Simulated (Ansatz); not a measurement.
# Si2W: LAPW beside PAW

The same cell of Si2W is computed with all-electron LAPW, frozen-core PAW and datasets made for this crystal, to set the results side by side.

Method: DFT PBEsol, scalar-relativistic, in Ansatz 0.2.0.

## (1) The structure to begin with

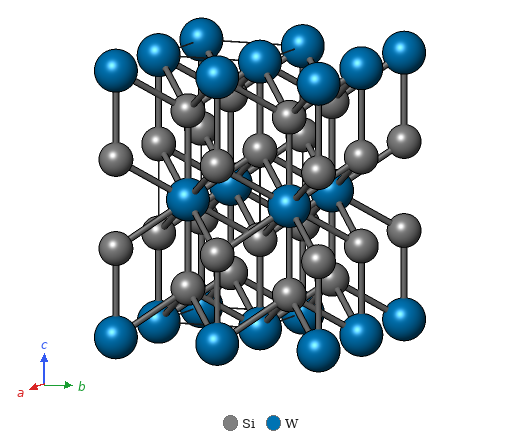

The starting structure, seen slightly off an axis (silicon grey, tungsten blue). 2×2×1 cells are drawn. Atoms on the faces are drawn again on the opposite ones. The cell drawn here is the conventional one.

Structure file:

```cif
data_structure
_symmetry_space_group_name_H-M 'P 1'
_symmetry_Int_Tables_number 1
_cell_length_a 4.5478
_cell_length_b 4.5478
_cell_length_c 4.5478
_cell_angle_alpha 138.641
_cell_angle_beta 138.641
_cell_angle_gamma 59.923
_cell_volume 40.65
loop_
_atom_site_label
_atom_site_type_symbol
_atom_site_fract_x
_atom_site_fract_y
_atom_site_fract_z
_atom_site_occupancy
Si1 Si 0.33300 0.33300 0.00000 1
Si2 Si 0.66700 0.66700 0.00000 1
W1 W 0.00000 0.00000 0.00000 1
```

Structure: COD 1010283, as refined from experiment and not relaxed.

Atoms are numbered in the order of the input: Si1, Si2, W3.

## (2) All-electron LAPW

Input file input.yaml:

```yaml
crystal:
  lattice:
    - [-1.606, 1.606, 3.94]
    - [1.606, -1.606, 3.94]
    - [1.606, 1.606, -3.94]
  atoms:
    - { symbol: Si, position: [0.333, 0.333, 0.0] }
    - { symbol: Si, position: [0.667, 0.667, 0.0] }
    - { symbol: W, position: [0.0, 0.0, 0.0] }
kpoints:
  mp_grid: { grid: [18, 18, 18] }
  band_path:
    path:
      - [0.0, 0.0, 0.0]
      - [0.0, 0.0, 0.5]
      - [0.25, 0.25, 0.25]
      - [0.0, 0.5, 0.0]
      - [0.0, 0.0, 0.0]
      - [0.5, 0.5, -0.5]
      - [0.2915373367, 0.7084626633, -0.2915373367]
      - [-0.2915373367, 0.2915373367, 0.2915373367]
      - [0.0, 0.0, 0.0]
    npoints: 14
scf:
  occupations: { method: fermi_dirac, width: 0.03 }
hamiltonian:
  xc: pbesol
  pseudopotentials: { kind: all_electron, lapw: { basis_error: 0.0005 } }
output:
  forces: true
  stress: true
  eigenvalues: true
  fatbands: true
  populations: true
  dos: { projected: true, de: 0.2, e_range: [-14, 8] }
```

On the command line:

```sh
ansatz run input.yaml --threads 1 --pin off --max-ram 4096MiB --backend cpu --events-out ev --progress --plain --runs-dir out
```

The program printed:

```text
Si: projections on atomic orbitals take those of the free atom 1s2 2s2 2p6 3s2 3p2, of charge +0.00 (hamiltonian.pseudopotentials.projection_atoms)
W: projections on atomic orbitals take those of the free atom 1s2 2s2 2p6 3s2 3p6 3d10 4s2 4p6 4d10 4f14 5s2 5p6 5d4 6s2, of charge +0.00 (hamiltonian.pseudopotentials.projection_atoms)
LAPW: plane waves up to 8.228 Å⁻¹, error target 5.0e-4 eV per atom; small_component_spin mean_spin; Si in spheres of 1.153 Å, 12 of its electrons in bands, Dirac shells []; W in spheres of 1.471 Å, 38 of its electrons in bands, Dirac shells []
Engine: ansatz 0.2.0
Pseudopotentials: kind: all_electron
Pseudopotential: Si, LAPW, valence charge 12, Koelling and Harmon's equation, gaussian nucleus
Pseudopotential: W, LAPW, valence charge 38, Koelling and Harmon's equation, gaussian nucleus
Functional definition: PBEsol
  exchange = pbesol_x
  correlation = pbesol_c
Crystal: 3 atoms, lattice volume = 40.649 Å³
Basis set: ecut = 257.9375399301849 eV, 379 PW (Γ), FFT grids on a1+a3, a2+a3, a3, exchange–correlation at level 2
Bands: 38, of which v1, the nominal top of the filled ones, is band 31 counted from 1 (30 counted from 0)
Symmetry: 16 space group operations
Space group: I4/mmm (ITA 139), of the structure as read, at distance tolerance 3.4e-5 Å
k-points: 480 of 5832
Non-local potential: Si, projectors of the file, none
Non-local potential: W, projectors of the file, none
Initial density: superposition of atomic densities (chi_scale 0.1, normalization cell, long waves kept (reshape's long-wave potential 0.00 eV rms))
Initial wavefunctions: plane waves of lowest kinetic energy (no species holds an atomic orbital)
Functional: x = pbesol(κ = 0.804, μ = 0.12345679012345678), c = pbesol(β = 0.046)
iter 1 solved again at ethr=3.06e-4 eV; its pass at ethr=1.00e-1 eV (dr2=1.90e-1 eV) is discarded
SCF iter   1: F=—  HF=-454831.447746 eV  |F-HF|=—  |Δ(HF+E_count)|=         —  Δρ=2.60e-2  dr2=1.90e-1  ethr=3.06e-4  ⟨swp⟩=2.8  Hψ=119456  notcnv=0
preconditioner: auto → Kerker (q_TF=auto, 2.927 Å⁻¹)  [metal: Δε(μ)=0.041 eV  Ē_g=20.782 eV  σ=0.030 eV  W_gap=0.32  n_scr=14 (ndim 8)  ℏωp=30.8 eV  f_vac=0.000  D(μ)=0.23/eV (n_scr^D=0)]
SCF iter   2: F=—  HF=-454831.325515 eV  |F-HF|=—  |Δ(HF+E_count)|=   1.22e-1  Δρ=1.98e-2  dr2=2.41e-1  ethr=3.06e-4  ⟨swp⟩=2.0  Hψ=55028  notcnv=0
SCF iter   3: F=—  HF=-454831.265371 eV  |F-HF|=—  |Δ(HF+E_count)|=   6.01e-2  Δρ=1.04e-2  dr2=4.53e-2  ethr=3.06e-4  ⟨swp⟩=2.0  Hψ=54716  notcnv=0
SCF iter   4: F=—  HF=-454831.246217 eV  |F-HF|=—  |Δ(HF+E_count)|=   1.92e-2  Δρ=4.14e-3  dr2=1.09e-2  ethr=7.31e-5  ⟨swp⟩=2.0  Hψ=53934  notcnv=0
iter 5 solved again at ethr=1.12e-6 eV; its pass at ethr=1.76e-5 eV (dr2=6.97e-4 eV) is discarded
SCF iter   5: F=—  HF=-454831.246064 eV  |F-HF|=—  |Δ(HF+E_count)|=         —  Δρ=9.47e-4  dr2=6.96e-4  ethr=1.12e-6  ⟨swp⟩=2.0  Hψ=88860  notcnv=0
the basis was enlarged: its passes take 833.7 KiB over the memory plan, 1 of 1 planned eigensolver slots
SCF iter   6: F=—  HF=-454831.244160 eV  |F-HF|=—  |Δ(HF+E_count)|=   1.90e-3  Δρ=3.87e-4  dr2=6.42e-5  ethr=1.12e-6  ⟨swp⟩=2.0  Hψ=51733  notcnv=0
SCF iter   7: F=—  HF=-454831.244146 eV  |F-HF|=—  |Δ(HF+E_count)|=   1.38e-5  Δρ=1.86e-4  dr2=2.24e-5  ethr=1.04e-7  ⟨swp⟩=2.0  Hψ=51726  notcnv=0
SCF iter   8: F=—  HF=-454831.244142 eV  |F-HF|=—  |Δ(HF+E_count)|=   3.65e-6  Δρ=3.83e-5  dr2=7.49e-7  ethr=3.61e-8  ⟨swp⟩=2.0  Hψ=51727  notcnv=0
SCF iter   9: F=-454831.244142 eV  HF=-454831.244142 eV  |F-HF|=2.43e-8  |Δ(HF+E_count)|=   7.76e-8  Δρ=1.21e-5  dr2=6.09e-8  ethr=1.21e-9  ⟨swp⟩=2.0  Hψ=51749  notcnv=0
SCF 1 converged in 9 iterations: F = -454831.244142 eV  dr2 = 6.09e-8
NSCF: frozen V_eff on 113 k-points
SCF converged after 9 iterations
Free energy (F): -454831.244142 eV
Harris-Foulkes:  -454831.244142 eV  (|F-HF|=2.43e-8)
Internal energy: -454831.243462 eV  (E = F + TS)
E sigma→0 (E₀):  -454831.243802 eV
Entropy (-TS):   -0.000680 eV (-0.227 meV/atom)
Fermi energy:    20.316151 eV
--- Per-component energies (eV) ---
  E_band       = -3530.034154
  E_kinetic    = 507490.007712
  E_xc         = -9815.185368
  E_electrostatic = -952506.065806  (all electrons and nuclei)
  E_smearing   = -0.000680  (= −TS)
  E_closure    = 0.000000  (closes the sum)
  E_atoms      = -454806.133930  (free atoms, spherical and without spin; not in F)
  Σ components = -454831.244142   (vs F -454831.244142, Δ=0.00e0)
  Basis errors (estimates in eV, not in F): energy 1.6e-4 per atom: plane waves 1.4e-4 (7.1e-5 summed), levels above the bands 1.3e-114, relativity 7.4e-9, radial functions 2.2e-5, core shells 2.9e-7; eigenvalues (radial functions only) 8.0e-7; not estimated: angular momenta, meshes, grids; target (lapw.basis_error) 5.0e-4; muffin-tin radii Si 1.153 Å, W 1.471 Å
--- Forces (eV/Å), atoms counted from 1 ---
  atom   1  Si     0.00000000     0.00000000     0.28024830
  atom   2  Si     0.00000000    -0.00000000    -0.28024830
  atom   3  W     -0.00000000     0.00000000     0.00000000
  max |Σ_I F_I| component: 5.55e-17 eV/Å
--- Stress (GPa, compression-positive) ---
       -2.650294       0.000000      -0.000000
        0.000000      -2.650294      -0.000000
       -0.000000      -0.000000      -5.391570
  P = ⅓ Tr σ = -3.5641 GPa (-35.641 kbar)
--- Band table (eV; the first three rows and the last of 480) ---
  k-point 0: bands = ["-212.3988", "-212.3659", "-212.3614", "-212.3452", "-212.3452", "-113.8384", "-113.8366", "-70.1275", "-70.1275", "-70.1227", "-70.1227", "-70.1161", "-70.1095", "-53.4659", "-17.7777", "-17.7244", "-17.7244", "-7.7539", "-7.7539", "-7.7260", "-7.7252", "-7.7107", "-7.7107", "-7.6982", "6.2687", "13.5103", "16.4948", "17.0112", "17.4765", "17.4765", "20.9929", "23.0131", "23.1849", "23.5274", "23.5274", "24.8311", "25.8853", "25.8853"]
  k-point 1: bands = ["-212.3988", "-212.3659", "-212.3614", "-212.3452", "-212.3452", "-113.8384", "-113.8366", "-70.1275", "-70.1274", "-70.1230", "-70.1227", "-70.1160", "-70.1095", "-53.4655", "-17.7765", "-17.7309", "-17.7301", "-7.7540", "-7.7539", "-7.7258", "-7.7251", "-7.7108", "-7.7107", "-7.6983", "6.3687", "13.6033", "16.1664", "17.0355", "17.2111", "17.8161", "20.4954", "22.8659", "23.4927", "23.5970", "23.6074", "24.8188", "25.9766", "26.1914"]
  k-point 2: bands = ["-212.3988", "-212.3659", "-212.3614", "-212.3452", "-212.3452", "-113.8383", "-113.8366", "-70.1276", "-70.1270", "-70.1236", "-70.1227", "-70.1158", "-70.1096", "-53.4642", "-17.7729", "-17.7492", "-17.7464", "-7.7542", "-7.7541", "-7.7253", "-7.7247", "-7.7110", "-7.7109", "-7.6986", "6.6645", "13.8670", "15.6610", "16.5798", "17.1118", "18.2919", "19.4037", "22.6734", "23.7783", "23.7967", "24.0981", "24.6869", "26.4056", "26.8632"]
  k-point 479: bands = ["-212.3988", "-212.3659", "-212.3614", "-212.3452", "-212.3452", "-113.8381", "-113.8369", "-70.1278", "-70.1278", "-70.1224", "-70.1224", "-70.1132", "-70.1124", "-53.4658", "-17.7943", "-17.7256", "-17.7256", "-7.7539", "-7.7539", "-7.7258", "-7.7250", "-7.7110", "-7.7110", "-7.6983", "8.4463", "9.4062", "16.5000", "17.6736", "19.4905", "19.4905", "19.8028", "19.8028", "21.1648", "24.6434", "25.1229", "26.3036", "28.3960", "29.0677"]
--- Löwdin populations: 3 sites ---
  site symbol       q [e]
     0     Si     13.9242
     1     Si     13.9242
     2      W     73.9261
  spilling = 0.002211 (of n_electrons = 102.000000)
```

Run time: 3.7 min. Hardware: 1 thread of Intel Xeon Platinum 8259CL at 2.50GHz (Skylake/Cascade Lake), shared host; peak memory 1.9 GiB.

Result: pressure -3.56 GPa; no gap; largest force 0.280 eV/Å.

Levels at the path's labelled points, in eV from the Fermi level:

| point | band 28 | band 29 | band 30 | band 31 | band 32 | band 33 | band 34 |
| --- | --- | --- | --- | --- | --- | --- | --- |
| Γ | -3.30 | -2.84 | -2.84 | 0.68 | 2.70 | 2.87 | 3.21 |
| X | -5.53 | -5.03 | -3.28 | -1.67 | 2.65 | 2.97 | 3.11 |
| P | -6.60 | -3.07 | -2.40 | -2.40 | -0.03 | 2.97 | 3.65 |
| N | -4.82 | -2.80 | -2.69 | -0.43 | 2.71 | 2.76 | 3.94 |
| Γ | -3.30 | -2.84 | -2.84 | 0.68 | 2.70 | 2.87 | 3.21 |
| M | -2.64 | -0.83 | -0.83 | -0.51 | -0.51 | 0.85 | 4.33 |
| S | -3.04 | -2.60 | -2.54 | -0.33 | 1.73 | 2.58 | 3.49 |
| S0 | -3.04 | -2.60 | -2.54 | -0.33 | 1.73 | 2.58 | 3.49 |
| Γ | -3.30 | -2.84 | -2.84 | 0.68 | 2.70 | 2.87 | 3.21 |

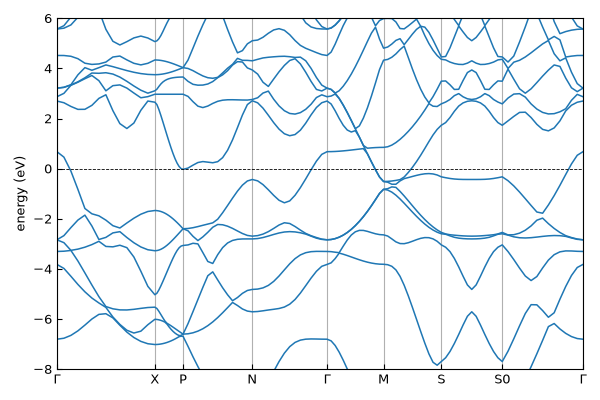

Bands along the path, counted from its Fermi level.

States per cell, counted by energy window (eV from the Fermi level, on a grid of 0.20 eV):

| from | to | total | W 5d | Si 3p | Si 3s |
| --- | --- | --- | --- | --- | --- |
| -10 | -9 | 0.85 | 0.16 | 0.25 | 0.39 |
| -9 | -8 | 0.81 | 0.17 | 0.27 | 0.33 |
| -8 | -7 | 0.62 | 0.16 | 0.25 | 0.18 |
| -7 | -6 | 0.97 | 0.24 | 0.58 | 0.09 |
| -6 | -5 | 0.97 | 0.25 | 0.56 | 0.09 |
| -5 | -4 | 1.18 | 0.43 | 0.50 | 0.16 |
| -4 | -3 | 1.54 | 0.75 | 0.54 | 0.16 |
| -3 | -2 | 3.61 | 1.93 | 1.40 | 0.14 |
| -2 | -1 | 1.15 | 0.68 | 0.38 | 0.05 |
| -1 | 0 | 0.71 | 0.56 | 0.11 | 0.01 |
| 0 | 1 | 0.52 | 0.27 | 0.15 | 0.08 |
| 1 | 2 | 1.26 | 0.59 | 0.35 | 0.19 |
| 2 | 3 | 2.28 | 1.07 | 0.56 | 0.33 |
| 3 | 4 | 1.81 | 0.67 | 0.43 | 0.21 |
| 4 | 5 | 2.09 | 0.59 | 0.69 | 0.26 |

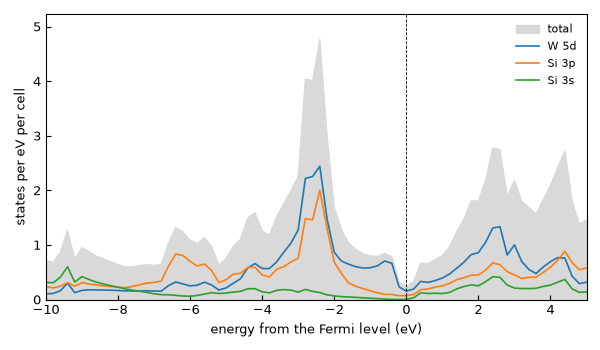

Density of states, total and projected.

## (3) Frozen-core PAW

input.yaml: that of step 2 with these lines changed.

```diff
@@ -27,3 +27,3 @@
   xc: pbesol
-  pseudopotentials: { kind: all_electron, lapw: { basis_error: 0.0005 } }
+  pseudopotentials: { kind: paw }
 output:
@@ -32,4 +32,9 @@
   eigenvalues: true
-  fatbands: true
+  efg: { contact_densities: true }
   populations: true
+  bader: true
   dos: { projected: true, de: 0.2, e_range: [-14, 8] }
+  write_density: true
+  write_potential: true
+  elf: true
+  volumetric_format: npy
```

On the command line:

```sh
ansatz run input.yaml --threads 1 --pin off --max-ram 4096MiB --backend cpu --events-out ev --progress --plain --runs-dir out
```

The program printed:

```text
W: output.efg is read without spin–orbit coupling, which moves field gradients at and beside such atoms by some per cent and up to a factor of two; PAW files take it under magnetization.noncollinear and magnetization.spin_orbit
Engine: ansatz 0.2.0
Pseudopotentials: kind: paw
Pseudopotential: Si, paw, valence charge 4, recommended cutoff 420 eV (normal)
Pseudopotential: W, paw, valence charge 14, recommended cutoff 420 eV (normal)
Functional definition: PBEsol
  exchange = pbesol_x
  correlation = pbesol_c
Crystal: 3 atoms, lattice volume = 40.649 Å³
Basis set: ecut = 420 eV, 793 PW (Γ), exchange–correlation on 64×64×64 points (8 copies of the dense FFT grid, shifted against one another)
Bands: 15, of which v1, the nominal top of the filled ones, is band 11 counted from 1 (10 counted from 0)
Symmetry: 16 space group operations
Space group: I4/mmm (ITA 139), of the structure as read, at distance tolerance 3.4e-5 Å
k-points: 480 of 5832
Non-local potential: Si, projectors of the file, l = 0: 2, l = 1: 2, l = 2: 2
Non-local potential: W, projectors of the file, l = 0: 3, l = 1: 2, l = 2: 2, l = 3: 1
PAW form: soft (Blöchl's): semilocal exchange-correlation on the pseudo side does not see the compensation charge
PAW frozen core: Si, regenerated for the run's functional, and the local potential with it (the file was generated under x = pbe(κ = 0.804, μ = 0.2195149727645171), c = pbe(β = 0.06672455060314922))
PAW frozen core: W, regenerated for the run's functional, and the local potential with it (the file was generated under x = pbe(κ = 0.804, μ = 0.2195149727645171), c = pbe(β = 0.06672455060314922))
PAW one-centre angular grid: Si, 110 points (default); XC on 64 Gauss nodes
PAW one-centre angular grid: W, 590 points (default); XC on 64 Gauss nodes
Initial density: superposition of atomic densities (neutral atoms: chi_scale 0, normalization atom), corrected by the library's trained network
Initial wavefunctions: pseudopotential atomic-orbital guess
Functional: x = pbesol(κ = 0.804, μ = 0.12345679012345678), c = pbesol(β = 0.046)
SCF iter   1: F=—  HF=-11500.887174 eV  |F-HF|=—  |Δ(HF+E_count)|=         —  Δρ=4.41e-3  dr2=6.96e-3  ethr=1.77e-3  ⟨swp⟩=5.9  Hψ=43058  notcnv=0
preconditioner: auto → none  [insulator: Δε(μ)=0.084 eV  Ē_g=8.062 eV  σ=0.030 eV  W_gap=0.60  n_scr=10 (ndim 8)  ℏωp=21.8 eV  f_vac=0.000  D(μ)=0.21/eV (n_scr^D=0)  ε∞_Penn≈8.3]
SCF iter   2: F=—  HF=-11500.886021 eV  |F-HF|=—  |Δ(HF+E_count)|=   1.15e-3  Δρ=1.90e-3  dr2=6.04e-4  ethr=3.17e-5  ⟨swp⟩=1.6  Hψ=11422  notcnv=0
SCF iter   3: F=—  HF=-11500.886058 eV  |F-HF|=—  |Δ(HF+E_count)|=   3.75e-5  Δρ=4.51e-4  dr2=2.69e-5  ethr=2.74e-6  ⟨swp⟩=1.5  Hψ=8208  notcnv=0
SCF iter   4: F=—  HF=-11500.886064 eV  |F-HF|=—  |Δ(HF+E_count)|=   5.53e-6  Δρ=3.32e-5  dr2=2.96e-7  ethr=1.22e-7  ⟨swp⟩=2.3  Hψ=9906  notcnv=0
iter 5 did not close the SCF: its close was put off for the readings that it lacked (scf_convergence_deferred on its scf_iter line)
SCF iter   5: F=-11500.886064 eV  HF=-11500.886064 eV  |F-HF|=1.67e-8  |Δ(HF+E_count)|=   6.83e-9  Δρ=8.96e-6  dr2=2.66e-8  ethr=1.35e-9  ⟨swp⟩=2.0  Hψ=10484  notcnv=0
SCF iter   6: F=-11500.886064 eV  HF=-11500.886064 eV  |F-HF|=1.96e-10  |Δ(HF+E_count)|=   3.92e-9  Δρ=1.89e-6  dr2=6.33e-10  ethr=1.21e-10  ⟨swp⟩=6.0  Hψ=40263  notcnv=0
SCF 1 converged in 6 iterations: F = -11500.886064 eV  dr2 = 6.33e-10
NSCF: frozen V_eff on 113 k-points
SCF converged after 6 iterations
Free energy (F): -11500.886064 eV
Harris-Foulkes:  -11500.886064 eV  (|F-HF|=1.96e-10)
Internal energy: -11500.885382 eV  (E = F + TS)
E sigma→0 (E₀):  -11500.885723 eV
Entropy (-TS):   -0.000681 eV (-0.227 meV/atom)
Fermi energy:    16.548651 eV
--- Per-component energies (eV) ---
  E_band       = -84.211091
  E_kinetic    = 540.899245
  E_local      = -952.665355  (includes V_loc(G=0)·N_el)
  E_nonlocal   = 53.350092
  E_hartree    = 372.721054
  E_xc         = -379.277649
  E_vxc        = -338.516667  (∫ρ·V_xc dr)
  E_paw        = -9434.204830  (= ΣΔE_a)
  E_vpaw       = -132.719891  (= ΣTr[D̂ρ^β])
  E_aug_tail   = -0.000066  (compensation charges beyond the density's cutoff)
  E_ewald      = -1701.992787
  E_core_change = 0.284913  (= ΣΔE_core)
  E_smearing   = -0.000681  (= −TS)
  E_closure    = 0.000000  (closes the sum)
  Σ components = -11500.886064   (vs F -11500.886064, Δ=0.00e0)
--- Forces (eV/Å), atoms counted from 1 ---
  atom   1  Si     0.00000000    -0.00000000     0.27810295
  atom   2  Si     0.00000000    -0.00000000    -0.27810295
  atom   3  W     -0.00000000     0.00000000    -0.00000000
  max |Σ_I F_I| component: 6.94e-17 eV/Å
--- Stress (GPa, compression-positive) ---
       -2.637718       0.000000       0.000000
        0.000000      -2.637718       0.000000
        0.000000      -0.000000      -5.348543
  P = ⅓ Tr σ = -3.5413 GPa (-35.413 kbar)
--- PAW observables at the nuclei: V_zz in 10²¹ V/m², potentials from the cell's mean, atoms counted from 1 ---
  atom   1  Si V_zz =    -0.890976   η = 0.0000   by run symmetry: allowed
            electrostatic potential = -1370.251232 V   contact ρ = 12760.891584 e/Å³
  atom   2  Si V_zz =    -0.890976   η = 0.0000   by run symmetry: allowed
            electrostatic potential = -1370.251232 V   contact ρ = 12760.891584 e/Å³
  atom   3  W  V_zz =   -14.801455   η = 0.0000   by run symmetry: allowed
            electrostatic potential = -14813.000573 V   contact ρ = 8810834.310728 e/Å³
--- Band table (eV; the first three rows and the last of 480) ---
  k-point 0: bands = ["-57.2208", "-21.5292", "-21.4785", "-21.4785", "2.5022", "9.7433", "12.7269", "13.2415", "13.7100", "13.7100", "17.2258", "19.2477", "19.4129", "19.7591", "19.7591"]
  k-point 1: bands = ["-57.2204", "-21.5279", "-21.4850", "-21.4842", "2.6022", "9.8363", "12.3988", "13.2658", "13.4444", "14.0494", "16.7281", "19.1008", "19.7212", "19.8288", "19.8395"]
  k-point 2: bands = ["-57.2190", "-21.5243", "-21.5033", "-21.5005", "2.8979", "10.0999", "11.8934", "12.8128", "13.3423", "14.5251", "15.6359", "18.9087", "20.0102", "20.0295", "20.3285"]
  k-point 479: bands = ["-57.2207", "-21.5456", "-21.4796", "-21.4796", "4.6796", "5.6393", "12.7305", "13.9064", "15.7231", "15.7231", "16.0363", "16.0363", "17.3977", "20.8769", "21.3595"]
--- Löwdin populations: 3 sites ---
  site symbol       q [e]
     0     Si      3.9237
     1     Si      3.9237
     2      W     13.9159
  spilling = 0.010760 (of n_electrons = 22.000000)
--- Bader charges: 3 sites ---
  site symbol  charge [e]  shift [e]
     0     Si     -0.0122     0.0026
     1     Si     -0.0121     0.0026
     2      W      0.0243     0.0051
  estimated error of the sums over rays = 5.6e-4 e
```

Run time: 75 s. Hardware: 1 thread of Intel Xeon Platinum 8259CL at 2.50GHz (Skylake/Cascade Lake), shared host; peak memory 0.64 GiB.

Result: pressure -3.54 GPa; no gap; largest force 0.278 eV/Å; Vzz Si1 -0.89 (η = 0.00), W3 -14.80 (η = 0.00) (10²¹ V/m²).

| atom | Bader charge (e) | basin volume (Å³) |
| --- | --- | --- |
| Si1 | -0.01 | 12.51 |
| W3 | +0.02 | 15.64 |

The fields are shown in the conventional cell of this run's space group, carried over from its grid by interpolation.

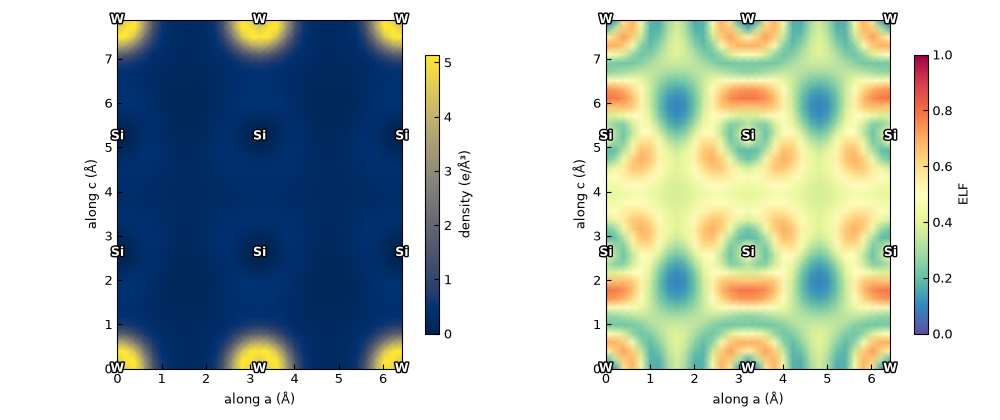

Density (left) and ELF (right) in a lattice plane of the grid's cell (edges 3.21 and 7.88 Å, at 0.000 of the third edge), which holds Si and W. Only atoms in the plane are labelled. Both are smooth fields of the valence electrons: close to the nuclei they are not physical.

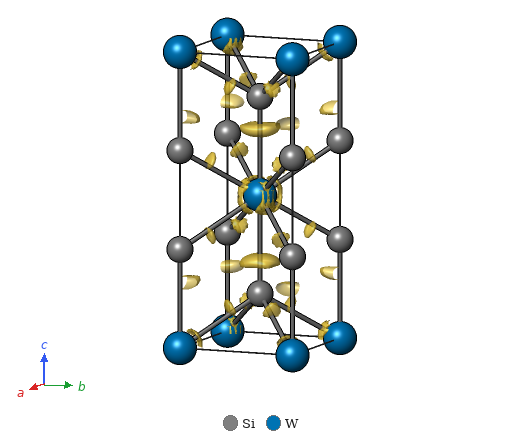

Surface of ELF = 0.72, drawn in one cell.

The highest ELF values outside the cores: 0.78 on the Si–W line, 0.9 Å from Si.

(Part 1 of 2 ends here.)
